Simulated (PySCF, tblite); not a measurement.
# C₁₀H₂₀NaO₂S₃+: electronic excitations, NMR shifts, part 1 of 2

Wanted: electronic excitations, NMR shifts for C₁₀H₂₀NaO₂S₃+ (`C1CSCCOCCSCCSCCO1.[Na+]`).

Programs: tblite 0.8.0 and PySCF 2.14.0, with routines of our own; each step states its level. All values are computed. Atoms count from 0.

## Step 1: The starting structure

36 atoms, charge 1, multiplicity 1; geometry from: force field, distance geometry or constructed start.

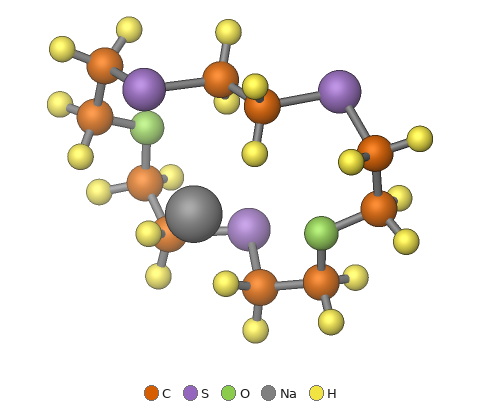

The starting geometry (carbon orange, sulfur purple, oxygen green, sodium grey, hydrogen yellow); sticks join atoms by distance alone.

## Step 2: Relaxing the molecule with GFN2-xTB

Job settings and geometry (Å):

```
{"job": {"kind": "relax", "xc": "GFN2-xTB", "basis": "xTB"}, "charge": 1, "multiplicity": 1}
C     -2.123900    -2.521700    -0.457700
C     -0.721600    -2.610800     0.129300
S      0.510300    -1.815400    -0.957500
C      1.962100    -1.854600     0.140100
C      3.042200    -0.907800    -0.364400
O      2.644700     0.437500    -0.093000
C      3.234600     1.382800    -0.987500
C      2.672000     2.781200    -0.722500
S      0.918400     2.923600    -1.237400
C      0.101600     2.396200     0.317400
C     -1.290800     1.837300     0.030800
S     -2.123600     1.458700     1.619300
C     -3.597100     0.576700     0.994300
C     -3.339200    -0.923900     0.831700
O     -2.650100    -1.183100    -0.384700
Na     0.504300    -0.044700     1.858600
H     -2.125300    -2.818000    -1.509200
H     -2.804800    -3.213000     0.064600
H     -0.682900    -2.123400     1.116500
H     -0.431700    -3.663200     0.250400
H      1.652900    -1.559900     1.155800
H      2.341400    -2.883200     0.166500
H      3.233000    -1.060600    -1.430600
H      3.975500    -1.095000     0.168400
H      3.055400     1.088400    -2.024200
H      4.310700     1.391100    -0.808700
H      3.236000     3.509800    -1.312300
H      2.756900     3.053000     0.333300
H      0.049400     3.277600     0.963600
H      0.710300     1.640400     0.824700
H     -1.210800     0.930900    -0.570800
H     -1.904400     2.571100    -0.503100
H     -4.383000     0.726500     1.732000
H     -3.919400     1.029800     0.053200
H     -2.796400    -1.321600     1.694900
H     -4.307000    -1.436400     0.775400
```

Command:

```sh
$ OMP_NUM_THREADS=1 python large_run.py task.json out
```

This one command runs all jobs of the session in turn.

The log of the run:

```text
step      E/eV     max force
  0   -1342.43730    0.940
  1   -1342.49238    0.403
  2   -1342.51730    0.278
  3   -1342.54462    0.374
  4   -1342.55886    0.242
  5   -1342.57056    0.236
  6   -1342.58349    0.233
  7   -1342.59697    0.551
  8   -1342.61224    0.237
  9   -1342.63523    0.242
 10   -1342.64980    0.283
 11   -1342.67741    0.318
 12   -1342.69749    0.277
 13   -1342.71867    0.264
 14   -1342.73527    0.257
 15   -1342.74934    0.274
 16   -1342.76079    0.284
 17   -1342.77219    0.265
 18   -1342.78160    0.382
 19   -1342.79019    0.281
 20   -1342.80081    0.220
 21   -1342.81290    0.225
 22   -1342.82951    0.243
 23   -1342.84631    0.363
 24   -1342.86261    0.335
 25   -1342.87530    0.206
 26   -1342.88239    0.212
 27   -1342.88931    0.212
 28   -1342.89559    0.246
 29   -1342.90185    0.205
 30   -1342.90738    0.173
 31   -1342.91285    0.187
 32   -1342.91782    0.164
 33   -1342.92217    0.160
 34   -1342.92553    0.156
 35   -1342.92877    0.144
 36   -1342.93297    0.128
 37   -1342.93659    0.158
 38   -1342.94145    0.181
 39   -1342.94740    0.191
 40   -1342.95508    0.170
 41   -1342.96340    0.181
 42   -1342.97220    0.165
 43   -1342.98216    0.245
 44   -1342.99564    0.295
 45   -1343.01446    0.313
 46   -1343.03701    0.334
 47   -1343.05375    0.350
 48   -1343.06732    0.233
 49   -1343.05518    1.939
 50   -1343.08793    0.272
 51   -1343.09748    0.217
 52   -1343.11905    0.217
 53   -1343.14172    0.281
 54   -1343.15295    0.415
 55   -1343.16799    0.214
 56   -1343.17704    1.209
 57   -1343.19241    0.314
 58   -1343.20273    0.167
 59   -1343.21897    0.152
 60   -1343.23153    0.258
 61   -1343.24243    0.295
 62   -1343.25463    0.243
 63   -1343.26554    0.267
 64   -1343.27611    0.176
 65   -1343.28198    0.183
 66   -1343.28887    0.154
 67   -1343.29588    0.180
 68   -1343.30311    0.261
 69   -1343.30804    0.154
 70   -1343.31377    0.247
 71   -1343.31999    0.263
 72   -1343.33084    0.192
 73   -1343.34034    0.247
 74   -1343.35123    0.237
 75   -1343.35981    0.232
 76   -1343.36831    0.182
 77   -1343.37652    0.196
 78   -1343.38773    0.181
 79   -1343.40162    0.246
 80   -1343.41382    0.235
 81   -1343.42036    0.163
 82   -1343.43208    0.126
 83   -1343.43553    0.140
 84   -1343.44386    0.132
 85   -1343.44971    0.147
 86   -1343.45754    0.186
 87   -1343.46483    0.207
 88   -1343.47232    0.151
 89   -1343.47884    0.150
 90   -1343.48506    0.153
 91   -1343.49093    0.194
 92   -1343.49625    0.178
 93   -1343.50053    0.134
 94   -1343.50381    0.108
 95   -1343.50666    0.091
 96   -1343.50981    0.112
 97   -1343.51365    0.136
 98   -1343.51798    0.126
 99   -1343.52216    0.119
100   -1343.52596    0.108
101   -1343.52952    0.112
102   -1343.53303    0.107
103   -1343.53630    0.125
104   -1343.53901    0.095
105   -1343.54131    0.093
106   -1343.54364    0.092
107   -1343.54630    0.099
108   -1343.54914    0.105
109   -1343.55187    0.101
110   -1343.55445    0.114
111   -1343.55729    0.105
112   -1343.56085    0.114
113   -1343.56491    0.130
114   -1343.56892    0.140
115   -1343.57239    0.112
116   -1343.57534    0.113
117   -1343.57836    0.131
118   -1343.58195    0.134
119   -1343.58589    0.120
120   -1343.58972    0.120
121   -1343.59300    0.163
122   -1343.59648    0.151
123   -1343.60028    0.129
124   -1343.60550    0.121
125   -1343.60805    0.117
126   -1343.61091    0.086
127   -1343.61294    0.075
128   -1343.61502    0.073
129   -1343.61662    0.081
130   -1343.61807    0.083
131   -1343.61969    0.082
132   -1343.62193    0.094
133   -1343.62545    0.097
134   -1343.62764    0.077
135   -1343.62959    0.089
136   -1343.63141    0.091
137   -1343.63378    0.118
138   -1343.63631    0.124
139   -1343.63841    0.083
140   -1343.63983    0.077
141   -1343.64103    0.091
142   -1343.64254    0.091
143   -1343.64515    0.085
144   -1343.64685    0.096
145   -1343.64858    0.106
146   -1343.64997    0.113
147   -1343.65120    0.095
148   -1343.65214    0.065
149   -1343.65272    0.040
150   -1343.65315    0.045
151   -1343.65354    0.042
152   -1343.65400    0.053
153   -1343.65442    0.041
154   -1343.65477    0.037
155   -1343.65509    0.031
156   -1343.65548    0.054
157   -1343.65588    0.054
158   -1343.65622    0.037
159   -1343.65648    0.034
160   -1343.65674    0.033
161   -1343.65702    0.043
162   -1343.65726    0.030
163   -1343.65743    0.021
164   -1343.65755    0.022
165   -1343.65768    0.032
166   -1343.65782    0.028
167   -1343.65795    0.026
168   -1343.65807    0.028
169   -1343.65821    0.022
170   -1343.65835    0.025
171   -1343.65848    0.022
172   -1343.65858    0.018
```

It took 5.9 s on 1 thread of Intel Xeon 6975P-C, shared host; peak memory 0.18 GiB.

The steps of the relaxation:

```
step  energy from step 0 (eV)  largest force (eV/Å)
   0                   0.0000                0.9402
   1                  -0.0551                0.4032
   2                  -0.0800                0.2778
   3                  -0.1073                0.3742
   4                  -0.1216                0.2419
   5                  -0.1333                0.2358
   6                  -0.1462                0.2331
   7                  -0.1597                0.5509
   8                  -0.1749                0.2370
  22                  -0.3922                0.2432
  37                  -0.4993                0.1576
  51                  -0.6602                0.2172
  66                  -0.8516                0.1535
  80                  -0.9765                0.2346
  95                  -1.0694                0.0908
 109                  -1.1146                0.1017
 124                  -1.1682                0.1209
 138                  -1.1990                0.1240
 153                  -1.2171                0.0403
 168                  -1.2208                0.0275
 169                  -1.2209                0.0218
 170                  -1.2210                0.0249
 171                  -1.2212                0.0221
 172                  -1.2213                0.0182
```

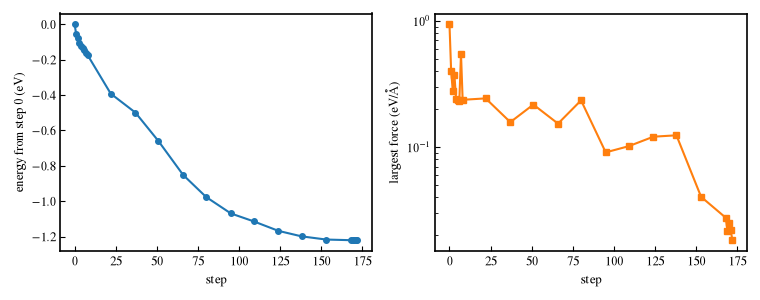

Energy and largest force along the relaxation.

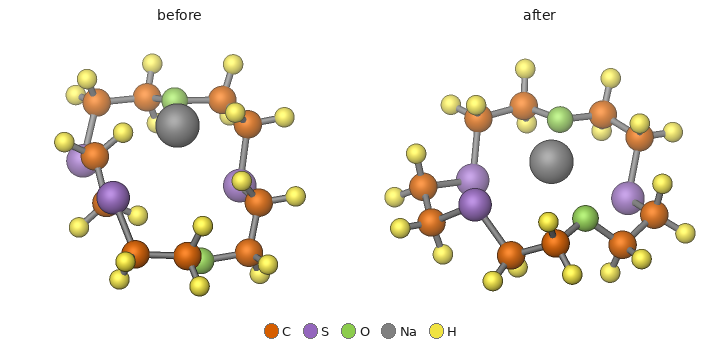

Before and after, at one scale.

Close pairs (by a distance rule), those that changed most:

```
    bond  before (Å)  after (Å)  change (Å)
Na15–H29       1.988      4.018      +2.030
O14–Na15       4.035      2.296      -1.739
 S8–Na15       4.309      3.168      -1.141
 C9–Na15       2.915      3.962      +1.047
Na15–H20       2.027      2.918      +0.891
Na15–H18       2.506      3.361      +0.854
 O5–Na15       2.936      2.302      -0.635
 S2–Na15       3.327      2.991      -0.335
```

The final coordinates are the input of the step that follows.

## Step 3: Harmonic vibrations with GFN2-xTB

Job settings and geometry (Å):

```
{"job": {"kind": "ir", "xc": "GFN2-xTB", "basis": "xTB"}, "charge": 1, "multiplicity": 1}
C     -1.819402    -2.616257     0.095033
C     -0.504831    -3.344654    -0.111442
S      0.633563    -2.349112    -1.137681
C      2.209526    -2.471311    -0.216192
C      3.038227    -1.235485    -0.502968
O      2.368796    -0.084247    -0.015790
C      2.991374     1.109329    -0.463994
C      2.140577     2.311456    -0.111708
S      0.588263     2.263881    -1.077081
C     -0.399389     3.550300    -0.228413
C     -1.807155     3.071627     0.070213
S     -1.832661     1.736623     1.321468
C     -2.939044     0.507780     0.542496
C     -2.824302    -0.818886     1.279237
O     -1.621154    -1.505440     0.959663
Na     0.259150    -0.190095     0.898735
H     -2.209182    -2.281313    -0.874536
H     -2.540527    -3.310140     0.548358
H     -0.025974    -3.538144     0.848766
H     -0.686411    -4.285200    -0.631685
H      1.985485    -2.542498     0.850107
H      2.741392    -3.362675    -0.550290
H      3.180338    -1.146261    -1.588239
H      4.022391    -1.326934    -0.021961
H      3.116348     1.068750    -1.554374
H      3.980437     1.209431     0.004993
H      2.673886     3.224840    -0.374597
H      1.891658     2.311013     0.951027
H     -0.443617     4.416945    -0.890302
H      0.124214     3.819810     0.688475
H     -2.281761     2.683769    -0.830333
H     -2.400294     3.896189     0.470517
H     -3.957998     0.888831     0.611957
H     -2.644482     0.393318    -0.501354
H     -2.818775    -0.634017     2.358898
H     -3.688805    -1.444738     1.040006
```

The log of the run:

```text
mode    cm-1     km/mol
  1      -8.8      3.27
  2      22.0      1.86
  3      38.8      4.91
  4      49.5      1.12
  5      65.0      2.01
  6      88.7      6.34
  7      97.3     16.49
  8     120.6      8.03
  9     134.9      6.90
 10     141.6     15.68
 11     143.1      5.57
 12     167.8      2.61
 13     181.5     12.54
 14     197.0      1.87
 15     211.1      2.34
 16     222.8      1.10
 17     241.5      0.29
 18     258.9      0.86
 19     269.4      5.56
 20     277.0      0.92
 21     327.2      2.37
 22     380.4      3.83
 23     452.0      6.79
 24     472.5      1.94
 25     487.5      3.39
 26     499.8      4.33
 27     642.2      9.74
 28     667.4      0.64
 29     677.5      1.39
 30     688.9      5.43
 31     692.4      6.85
 32     702.1      7.63
 33     765.1      1.77
 34     804.4      3.31
 35     843.6      2.60
 36     849.2      1.72
 37     864.0      1.66
 38     875.0      0.21
 39     907.2      1.69
 40     952.0      6.34
 41     972.8      0.99
 42     987.4      1.48
 43     998.9      9.87
 44    1009.9      8.57
 45    1011.5     16.87
 46    1018.6     13.31
 47    1032.4     17.55
 48    1048.0      2.21
 49    1075.8     28.31
 50    1084.9      3.00
 51    1092.2     31.66
 52    1100.6     23.82
 53    1114.6     77.70
 54    1135.7     57.98
 55    1140.3     15.34
 56    1154.3     26.20
 57    1161.0      3.58
 58    1177.8     30.20
 59    1198.4      0.85
 60    1206.4      2.14
 61    1218.6      0.74
 62    1229.4      0.93
 63    1243.3      6.40
 64    1246.6     19.48
 65    1248.6     21.71
 66    1260.1     27.26
 67    1261.4      3.23
 68    1266.1      5.68
 69    1317.5      6.19
 70    1326.7      9.22
 71    1347.1      3.20
 72    1359.9      0.76
 73    1409.6      5.14
 74    1413.7      8.25
 75    1415.0     11.58
 76    1416.1      6.30
 77    1418.2      3.56
 78    1421.4      0.63
 79    1449.0      9.35
 80    1458.9      5.65
 81    1466.0      6.88
 82    1471.0      5.03
 83    2880.5     46.79
 84    2881.8     13.98
 85    2888.0     29.12
 86    2904.8      6.81
 87    2907.7     26.17
 88    2909.4     14.53
 89    2933.4     13.24
 90    2937.9     22.23
 91    2943.0     21.10
 92    2949.8     13.19
 93    2964.2     15.04
 94    2967.1      1.46
 95    2971.1     14.69
 96    2972.3      3.38
 97    2977.9      5.09
 98    2981.7      6.51
 99    2983.5      2.14
100    2984.9      2.57
101    2986.1      2.00
102    2997.3      7.83
```

It took 5.8 s on 1 thread of Intel Xeon 6975P-C, shared host; peak memory 0.18 GiB.

The strongest bands and the atoms that carry them (share of the mass-weighted mode):

```
cm⁻¹  km/mol                                 atoms
1076    28.3                    C13 35 %, C12 17 %
1092    31.7            C0 24 %, O14 14 %, C1 12 %
1115    77.7             C6 22 %, O5 21 %, C4 15 %
1136    58.0                                      
1178    30.2  H27 14 %, H20 14 %, C4 12 %, C6 12 %
1260    27.3                    H35 20 %, H33 13 %
2880    46.8                    H23 69 %, H22 11 %
2888    29.1                    H17 74 %, H16 17 %
```

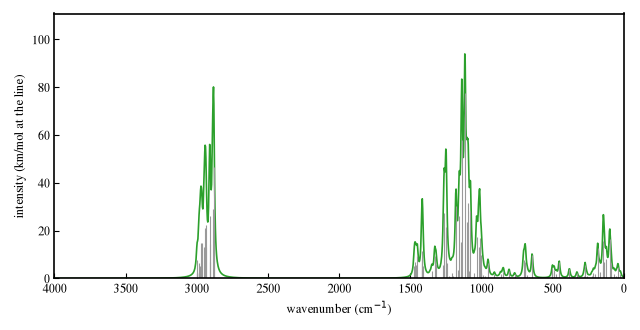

The infrared spectrum from these modes, unscaled. Lines are broadened to a width of 14 cm⁻¹ (Lorentzian).

## Step 4: Electronic excitations: TDA CAM-B3LYP/6-31G*

Settings changed since step 3:

```diff
@@ -1,2 +1,2 @@
-{"job": {"kind": "ir", "xc": "GFN2-xTB", "basis": "xTB"}, "charge": 1, "multiplicity": 1}
+{"job": {"kind": "uv", "basis": "6-31G*", "grid": 1, "kgrid": 0, "vcut": null, "nstates": 8, "ntriplets": 3, "tda": true, "delta": ["ip_vertical", "ea_vertical", "triplet_vertical"], "pop": true, "xc": "CAM-B3LYP"}, "charge": 1, "multiplicity": 1}
 C     -1.819402    -2.616257     0.095033
```

Level: TDA CAM-B3LYP/6-31G*, vertical, gas phase, core orbitals frozen in the response.

The log of the run:

```text
start: PBE on a coarse grid of 30189 points
cycle   1  E = -1898.9272237046  dE =  1.797e+00  |g| = 8.709e-01  |ddm| = 5.638e+00
cycle   2  E = -1898.5151764044  dE =  4.120e-01  |g| = 1.670e+00  |ddm| = 2.685e+00
cycle   3  E = -1899.0858902781  dE = -5.707e-01  |g| = 2.197e-01  |ddm| = 1.966e+00
cycle   4  E = -1899.0959363397  dE = -1.005e-02  |g| = 6.992e-02  |ddm| = 2.891e-01
cycle   5  E = -1899.0970052261  dE = -1.069e-03  |g| = 2.373e-02  |ddm| = 9.076e-02
cycle   6  E = -1899.0971519540  dE = -1.467e-04  |g| = 7.692e-03  |ddm| = 4.183e-02
final grid: 124895 points
cycle   7  E = -1899.9330615772  dE = -1.085e-02  |g| = 7.425e-02  |ddm| = 4.063e-01
cycle   8  E = -1899.9329311575  dE =  1.304e-04  |g| = 8.580e-02  |ddm| = 1.098e-01
cycle   9  E = -1899.9342961221  dE = -1.365e-03  |g| = 7.934e-03  |ddm| = 6.492e-02
cycle  10  E = -1899.9343116084  dE = -1.549e-05  |g| = 3.925e-03  |ddm| = 1.305e-02
cycle  11  E = -1899.9343160891  dE = -4.481e-06  |g| = 3.718e-04  |ddm| = 5.465e-03
cycle  12  E = -1899.9343150413  dE =  1.048e-06  |g| = 1.662e-04  |ddm| = 7.832e-04
cycle  13  E = -1899.9343155923  dE = -5.510e-07  |g| = 4.955e-05  |ddm| = 2.905e-04
converged SCF energy = -1899.9343155923
Vertical electron affinity (delta-SCF) = 2.2166 eV   <S^2> = 0.750
Vertical lowest triplet (delta-SCF) = 5.2595 eV   <S^2> = 2.005

Static polarisability (au): isotropic 162.399, principal 130.026 174.980 182.192

Singlet excitations
state   eV       nm        f      main configurations
  1   5.5554    223.2   0.00054   H->L+3 0.33, H->L 0.19, H->L+2 0.14
  2   5.7008    217.5   0.00001   H->L+1 0.21, H-2->L+3 0.21, H-2->L+1 0.12
  3   5.7248    216.6   0.00003   H-1->L+5 0.32, H-1->L+2 0.18, H-1->L+1 0.18
  4   6.0236    205.8   0.01292   H->L 0.62, H->L+2 0.19
  5   6.1664    201.1   0.00592   H-1->L 0.78, H-1->L+1 0.08
  6   6.4833    191.2   0.00757   H-2->L 0.72, H-2->L+2 0.12
  7   6.8342    181.4   0.00344   H->L+1 0.45, H-2->L+1 0.15
  8   6.9887    177.4   0.01092   H->L+4 0.43, H->L+3 0.22

Triplet excitations (Tamm-Dancoff, eV): 5.0672 5.1790 5.2107
```

It took 3.2 min on 1 thread of Intel Xeon 6975P-C, shared host; peak memory 0.66 GiB.

Warnings kept with the result: ip_vertical: open-shell SCF did not converge.

The orbitals next to the gap, with their largest atomic shares:

```
orbital      eV                         atoms
 HOMO−4  -12.78     O5 26 %, O14 22 %, S2 7 %
 HOMO−3  -12.74    O14 32 %, O5 24 %, C12 4 %
 HOMO−2  -11.48   S11 57 %, S8 16 %, Na15 5 %
 HOMO−1  -11.16             S2 76 %, Na15 4 %
   HOMO  -10.86             S8 64 %, S11 20 %
   LUMO   -2.64                     Na15 85 %
 LUMO+1   -1.87   Na15 55 %, S11 9 %, C12 5 %
 LUMO+2   -1.60    Na15 50 %, S2 7 %, S11 7 %
 LUMO+3   -1.27  Na15 25 %, S11 19 %, S8 12 %
```

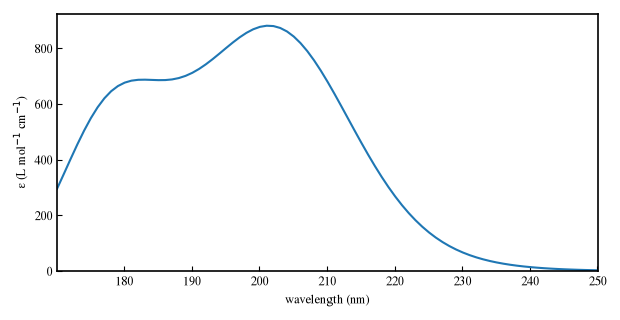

Absorption spectrum: each of the 8 states is a Gaussian band of 0.4 eV half-width at 1/e. Beyond the last state computed it falls off for lack of states.

Further results of this job:

```
           property  computed
polarisability (Å³)     24.07
 HOMO–LUMO gap (eV)      8.21
      −ε(HOMO) (eV)     10.86
```

(Continued in part 2 of 2.)
